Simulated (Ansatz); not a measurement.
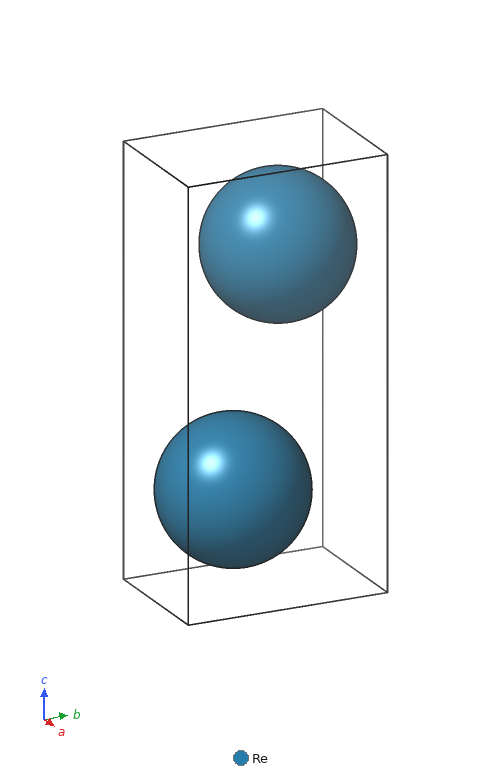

The figure gives a spheres-only picture of the atoms, viewed slightly off an axis. The lines enclose the conventional unit cell; boundary atoms appear with their images.

Cell parameters: a = 2.77 Å, b = 2.77 Å, c = 4.48 Å, α = 90.00°, β = 90.00°, γ = 120.00°.

Question: How many atoms make up the cell?

Answer: 2 (rhenium), counting shared atoms by their share.

Question: What is the Hermann-Mauguin symbol of the space group?

Answer: P6_3/mmc (No. 194), with Re on 2d.

Question: Which prototype does it follow?

Answer: Hexagonal close-packed (Mg type).

The cell started as the standard structure of this element. The picture shows the end point of a geometry optimisation with DFT PBE, scalar-relativistic, plane waves, PAW in Ansatz 0.2.0.
